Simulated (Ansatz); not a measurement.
# AlBH (quartet): trial inputs and their diagnosis

4 inputs are run for AlBH (quartet) as typed; the log has to tell whether the result can be used and what must change.

Method: the settings change from run to run; program: Ansatz 0.2.0, Gaussian basis.

19 further runs of the same task are left out: 5 that didn't finish, 14 set aside as unsound or not needed. Runs told in other sessions of the task aren't counted.

## 1. The geometry

The geometry is a PBE0/def2-TZVP stationary point (not a proven minimum).

3 atoms, charge 0, spin multiplicity 4.

Atoms are counted from 1 here; the program's logs count them from 0.

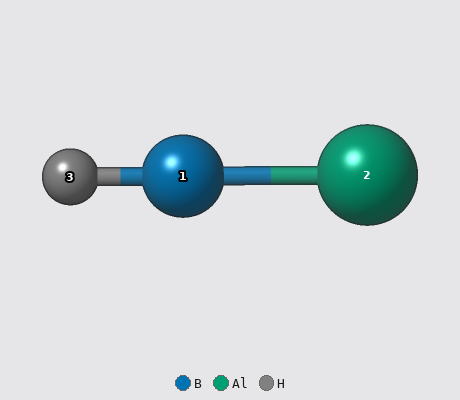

The geometry (boron blue, aluminium teal, hydrogen grey); atoms are numbered from 1 in the order of the file.

As a file:

| atom | x (Å) | y (Å) | z (Å) |
| --- | --- | --- | --- |
| B1 | 0.0000 | 0.0000 | 0.2519 |
| Al2 | 0.0000 | 0.0000 | -1.6889 |
| H3 | 0.0000 | 0.0000 | 1.4370 |

## 2. Input 1

Contents of in.yaml:

```yaml
crystal:
  periodic: [false, false, false]
  atoms:
    - {symbol: B, position_ang: [0.000000, 0.000000, 0.251900]}
    - {symbol: Al, position_ang: [0.000000, 0.000000, -1.688900]}
    - {symbol: H, position_ang: [0.000000, 0.000000, 1.437000]}
basis:
  gaussian: {orbitals: 6-31G}
magnetization: {spin_polarized: false, initial_magnetization: 3}
correlation: {method: mrci, electrons: outside_noble_gas}
scf: {lower_state_search: off}
```

Command:

```sh
> ansatz run in.yaml --threads 1 --pin off --events-out ev --progress --plain --max-ram 2393MiB
```

Log:

```text
Error: YAML parse error: error: line 10 column 23: unknown variant `mrci`, expected one of mp2, rpa, ccsd, ccsd_t, bccd, bccd_t, ccsdt, ccsdt_q, ccsdt_q_b, ccsdtq, fci, sc_nevpt2, fic_nevpt4_sd, fic_mrcisd_q, fic_mrcisd_q_relaxed
  --> <input>:10:23
   |
 8 |   gaussian: {orbitals: 6-31G}
 9 | magnetization: {spin_polarized: false, initial_magnetization: 3}
10 | correlation: {method: mrci, electrons: outside_noble_gas}
   |                       ^ unknown variant `mrci`, expected one of mp2, rpa, ccsd, ccsd_t, bccd, bccd_t, ccsdt, ccsdt_q, ccsdt_q_b, ccsdtq, fci, sc_nevpt2, fic_nevpt4_sd, fic_mrcisd_q, fic_mrcisd_q_relaxed
11 | scf: {lower_state_search: off}
   |
```

Wall time 0.03 s (1 thread of Arm Neoverse V2, shared host).

What is wrong: The run was refused. The method's name isn't one that the program knows. Fix: name one from the list in the message.

## 3. Input 2

Contents of in.yaml:

```yaml
crystal:
  periodic: [false, false, false]
  atoms:
    - {symbol: B, position_ang: [0.000000, 0.000000, 0.251900]}
    - {symbol: Al, position_ang: [0.000000, 0.000000, -1.688900]}
    - {symbol: H, position_ang: [0.000000, 0.000000, 1.437000]}
basis:
  gaussian: {orbitals: 6-31G}
magnetization: {spin_polarized: false, initial_magnetization: 3}
correlation: {active_space: {window: {electrons: 5, orbitals: 5}, places: [1, 2]}}
scf: {lower_state_search: off}
```

Same command.

Log:

```text
Error: invalid value for `correlation.active_space`: name one of window, places and ras
```

It took 0.03 s on 1 thread of Arm Neoverse V2, shared host.

**Diagnosis.** The run was refused. The active space is defined twice. Cure: keep one definition.

## 4. Input 3

Contents of in.yaml:

```yaml
crystal:
  periodic: [false, false, false]
  atoms:
    - {symbol: B, position_ang: [0.000000, 0.000000, 0.251900]}
    - {symbol: Al, position_ang: [0.000000, 0.000000, -1.688900]}
    - {symbol: H, position_ang: [0.000000, 0.000000, 1.437000]}
basis:
  gaussian: {orbitals: cc-pVDZ}
correlation: {active_space: {window: {electrons: 5, orbitals: 5}}}
accuracy: high
magnetization: {spin_polarized: true, initial_magnetization: 3}
```

The command is unchanged.

Log:

```text
Error: invalid value for `correlation.active_space`: it starts from restricted Hartree–Fock orbitals; set hamiltonian.xc: hf without magnetization.spin_polarized
```

It took 0.03 s on 1 thread of Arm Neoverse V2, shared host.

What is wrong: The run was refused. An active space is asked on unrestricted orbitals. Cure: drop spin_polarized: true.

## 5. Input 4

Contents of in.yaml:

```yaml
crystal:
  periodic: [false, false, false]
  atoms:
    - {symbol: B, position_ang: [0.000000, 0.000000, 0.251900]}
    - {symbol: Al, position_ang: [0.000000, 0.000000, -1.688900]}
    - {symbol: H, position_ang: [0.000000, 0.000000, 1.437000]}
basis:
  gaussian: {orbitals: def2-mTZVP}
magnetization: {spin_polarized: false, initial_magnetization: 3}
correlation: {active_space: {window: {electrons: 5, orbitals: 5}, states: [{multiplicity: 4, weights: [1, 1]}], root: 2}}
```

The command is unchanged.

Log:

```text
Error: the active space averages no state 2, counted from zero
```

It took 0.03 s on 1 thread of Arm Neoverse V2, shared host.

**Diagnosis.** The run was refused. The root asked for lies beyond the states averaged. To mend it, average more states or name a lower root.

## 6. How the runs ended

| input | level | ended | cause | time |
| --- | --- | --- | --- | --- |
| 1 | 'mrci'/6-31G | refused | the method's name isn't one that the program knows | 0.03 s |
| 2 | CASSCF(5,5)/6-31G | refused | the active space is defined twice | 0.03 s |
| 3 | CASSCF(5,5)/cc-pVDZ | refused | an active space is asked on unrestricted orbitals | 0.03 s |
| 4 | CASSCF(5,5)/def2-mTZVP | refused | the root asked for lies beyond the states averaged | 0.03 s |

4 refused.
